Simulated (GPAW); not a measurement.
The Mg K edge of atom 1 in Mg2C3 (C2/m), with 3 C at 2.24 to 2.35 Å, 2 C at 2.37 Å and 1 C at 2.55 Å (6-fold, site symmetry m), was computed in 2 ways: full core hole (charged cell) and no core hole. Program and functional: GPAW, PBE, Gaussian full width 0.9 eV up to 4 eV, rising linearly to 3.5 eV at 25 eV; cells of 5 and 15 atoms (the run without a hole in the smaller).

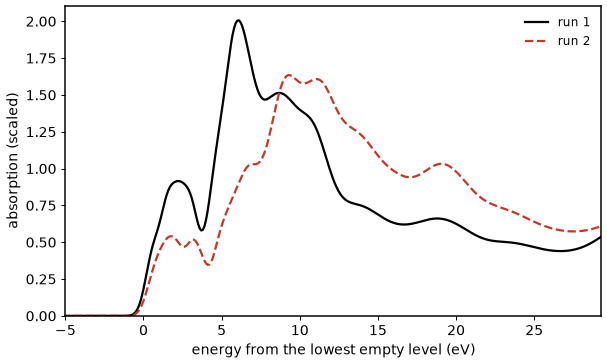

Each run is counted from its own lowest empty level or Fermi level and scaled to a mean of 1 over its first 20 eV.

Question: Which run is which?

Run 1: full core hole (charged cell) (area from −2 to 6 eV 5.6, main maxima 2.2 eV (0.92), 6.1 eV (2.01), 8.7 eV (1.51) and 18.8 eV (0.66)). Run 2: no core hole (area from −2 to 6 eV 3.0, main maxima 1.8 eV (0.54), 9.3 eV (1.63), 11.1 eV (1.61) and 19.1 eV (1.03)). With each curve scaled to its own mean, the area from −2 to 6 eV with the hole is 5.6 against 3.0, and the centre of weight from −1 to 20 eV moves by -2.0 eV: the hole pulls the absorber's empty states down.

[Hosts, paths, dates, database ids (printed as entryN), source tags and the programs' standing remarks are cut or masked in the printed files.]

[Lists of maxima count a maximum above −3 eV only where it reaches 4 % of the highest in the window and stands out from its surroundings by 2 % of it (1.5 % where it reaches 55 %); shoulders and weaker maxima are passed over, and of the rest the first, up to two pre-edge ones and the few strongest are named.]
